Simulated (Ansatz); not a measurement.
## Single-point calculation, with input and output: BSiHClF$_{3}$

- system: BSiHClF$_{3}$
- method: RKS BLYP-d3bjatm/def2-SVPD (Ansatz 0.2.0)

Some settings of this run were made unusual or wrong on purpose. The geometry comes from this level: PBE0-D4/def2-TZVP.

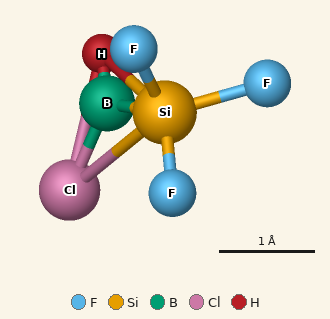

**Figure 1.** The input geometry (ball-and-stick view, seen at a tilt).

**Input file**
```yaml
crystal:
  periodic: [false, false, false]
  atoms:
    - {symbol: F, position_ang: [0.075437, -0.766622, 0.985055]}
    - {symbol: Si, position_ang: [0.000892, -0.451710, 0.048992]}
    - {symbol: F, position_ang: [-0.845789, -1.109992, -0.281343]}
    - {symbol: F, position_ang: [0.779963, -1.008968, -0.421728]}
    - {symbol: B, position_ang: [0.007341, 0.650414, -0.235375]}
    - {symbol: Cl, position_ang: [-0.029710, 1.374075, 0.570516]}
    - {symbol: H, position_ang: [-0.040883, 0.856767, -0.814835]}
basis:
  gaussian: {orbitals: def2-SVPD}
hamiltonian: {xc: {name: BLYP}, dispersion: d3bjatm}
```

Run as:
```bash
ansatz run in.yaml --threads 4 --pin off --events-out ev --progress --plain --max-ram 10444MiB
```

**The program's output**
```
Functional definition: BLYP
  name "BLYP"
  cite "Becke, Phys. Rev. A 38, 3098 (1988) doi:10.1103/PhysRevA.38.3098"
  cite "Lee, Yang & Parr, Phys. Rev. B 37, 785 (1988) doi:10.1103/PhysRevB.37.785"
  parameter beta = 0.0042
  parameter a = 0.04918
  parameter b = 0.132
  parameter c = 0.2533
  parameter d = 0.349
  exchange = b88_x(beta = beta)
  correlation = lyp_c(a = a, b = b, c = c, d = d)
1282 factors; their error is unknown
mean field evaluation 1: about -29076.0826 eV, gradient 1.5e2 eV
mean field evaluation 2: about -28647.6413 eV, gradient 4.5e2 eV
mean field evaluation 4: about -29114.7735 eV, gradient 4.0e1 eV
mean field evaluation 8: about -29117.5161 eV, gradient 2.6e-1 eV
mean field evaluation 16: about -29117.4564 eV, gradient 3.1e-4 eV
mean field -29117.45639484 eV, -1070.0467859895 hartree, gradient 5.2e-5 eV, S^2 0.000000; 0 other end points of the search recorded, 0 dependent functions left out
reference -29117.45670609 eV, -1070.0467974277 hartree; 32, 32 occupied and 116, 116 virtual orbitals, 1282 factors
Total energy: -29117.87221332 eV, -1070.0620670367 hartree
```

**Outcome**

```json
{"quantity": "outcome", "value": "converged"}
{"quantity": "total energy", "value": "−29117.8722 eV"}
{"quantity": "mean-field energy", "value": "−29117.4567 eV"}
{"quantity": "dispersion energy", "value": "−0.4155 eV"}
{"quantity": "SCF solution under orbital rotations", "value": "stable"}
{"quantity": "hardware", "value": "4 threads of Arm Neoverse N1, 23 GiB of memory available, shared host"}
{"quantity": "wall time", "value": "3.1 s (CPU time 11 s)"}
{"quantity": "peak memory", "value": "0.42 GiB"}
```

The input was spoiled on purpose: squeeze. The program still converged, but the numbers can't be taken as results for the intended system.
